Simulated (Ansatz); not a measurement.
CH$_{3}$AlGa (doublet)

Input file:

```
crystal:
  periodic: [false, false, false]
  atoms:
    - {symbol: C, position_ang: [-0.705053, -0.692925, 0.877083]}
    - {symbol: Al, position_ang: [0.129272, 0.526657, -0.452513]}
    - {symbol: Ga, position_ang: [0.974669, 2.396428, -2.208404]}
    - {symbol: H, position_ang: [-0.104709, -1.598954, 1.069731]}
    - {symbol: H, position_ang: [-1.704656, -1.016139, 0.531850]}
    - {symbol: H, position_ang: [-0.851953, -0.172577, 1.841603]}
basis:
  gaussian: {orbitals: def2-TZVPD}
magnetization: {spin_polarized: true, initial_magnetization: 1}
hamiltonian: {xc: {name: PBE0}}
output: {forces: true, orbitals: {seedname: orbitals}}
```

Launched as:

```sh
ansatz run input.yaml --threads 1 --pin off --max-ram 2610MiB --events-out events.jsonl --progress --plain --runs-dir runs
```

Geometry: B3LYP-D3(BJ)/def2-SVP.

Computed with isolated molecule in a Gaussian basis; Kohn-Sham density functional theory, functional PBE0 (Ansatz 0.2.0).

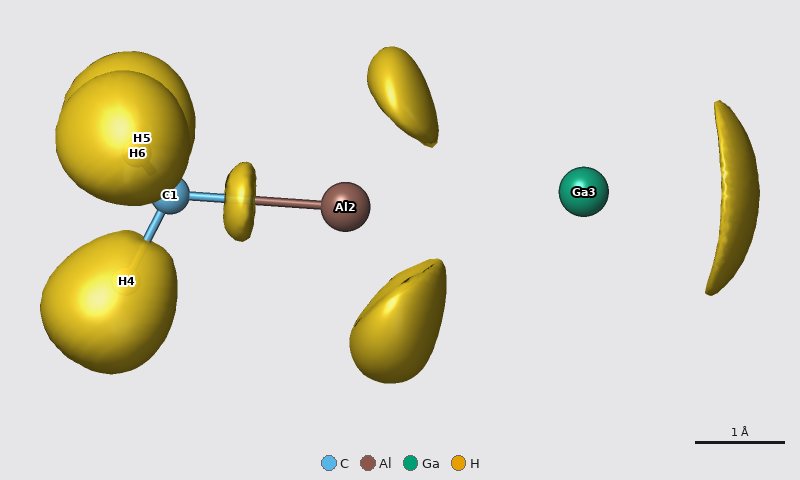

Figure 1. Isosurface of the ELF at 0.9 (yellow), seen at a tilt. Only the valence region is drawn (cores and ρ < 0.01 e/Å³ removed).

### Identify the bonds, lone pairs and shells in this picture.

At this value the surface marks out one region between bonded Al–C atoms (shared pairs), three regions around hydrogen nuclei, two lobes on Al, pointing away from the bonds (non-bonding electrons) and one lobe on Ga, pointing away from the bonds (non-bonding electrons).


C–Al (1.99 Å): the ELF peaks at about 0.95 between the atoms: a polar covalent bond. Al–Ga (2.70 Å): the ELF peaks at about 0.85 between the atoms: localised, covalent bonding.

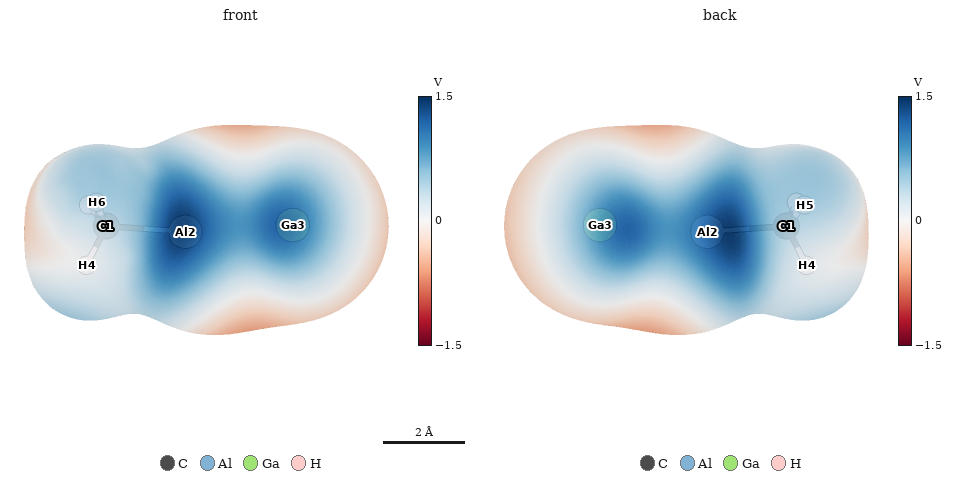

Figure 2. The molecular electrostatic potential painted on the density surface at 0.001 e/bohr³, seen from the front and from behind; red is negative and blue positive.

### Describe the electrostatic potential map.

The most negative region (about −0.6 V) lies over C1, the most positive (about +1.5 V) over Al2.

### How polar is the molecule by this calculation?

Its dipole moment is 1.00 D.

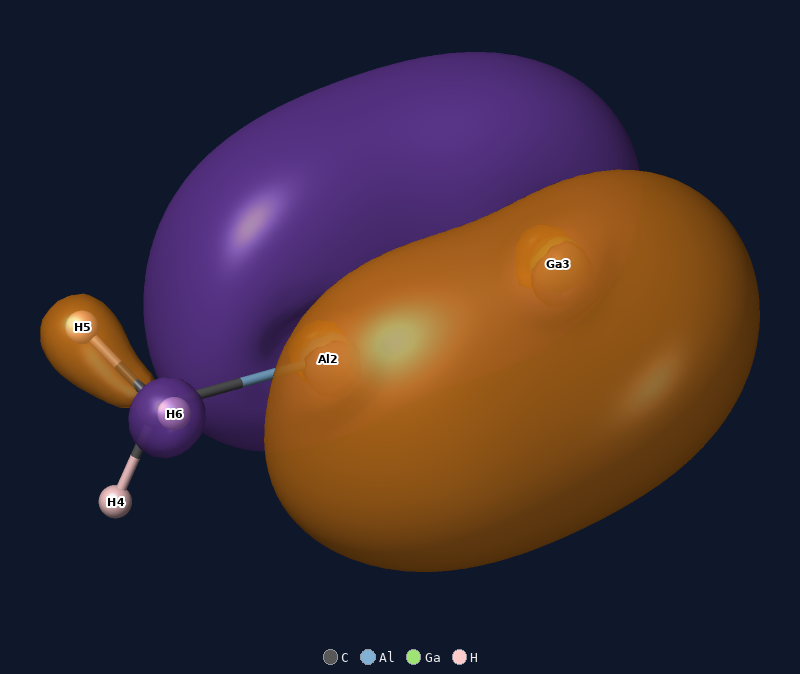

Figure 3. One frontier orbital at ±0.06 Å⁻³ᐟ² (orange and purple are the two phases), seen at a tilt.

### Which orbital is it: HOMO (α) or LUMO (α)?

The LUMO (α), at −2.53 eV. It lies mainly on Ga3 (about 50 %) and Al2 (about 45 %).
